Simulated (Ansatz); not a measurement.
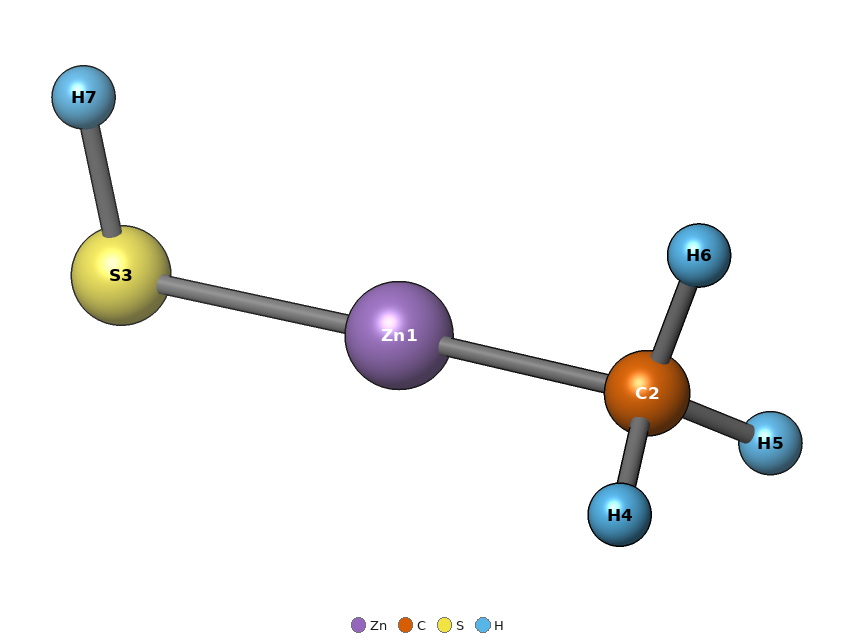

The atoms are numbered. The geometry was computed by an optimisation with PBE0-D4/def2-TZVP.

Which atoms are bonded, and how long are the bonds?

```csv
bond,length (Å)
Zn1–C2,1.934
Zn1–S3,2.177
C2–H4,1.092
C2–H5,1.092
C2–H6,1.092
S3–H7,1.345
```
